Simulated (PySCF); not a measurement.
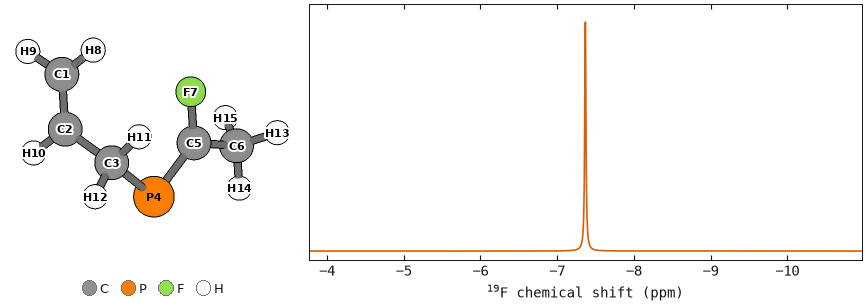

Spectrum and numbered structure of C₅H₈FP, SMILES C=CC/P=C(/C)F. GIAO shifts, PBE0/pcSseg-1 in PySCF 2.14.0, at a GFN2-xTB geometry (no frequency check), against CFCl₃ for ¹⁹F computed at the same level (¹⁹F: this reference is a hard case for the method, so all values can be off together by tens of ppm, and differences between signals are safer). Gas phase, fully decoupled, line heights follow the number of nuclei, widths are arbitrary (no quadrupolar broadening); values of one conformer, averaged over nuclei that symmetry or rotation about single bonds exchange, these motions taken as fast; other conformers aren't averaged in.

Where does the ¹⁹F line lie?

Answer. At −7.4 ppm (F7).

Note: the tight-binding geometry is rougher than a DFT one and adds to the error.
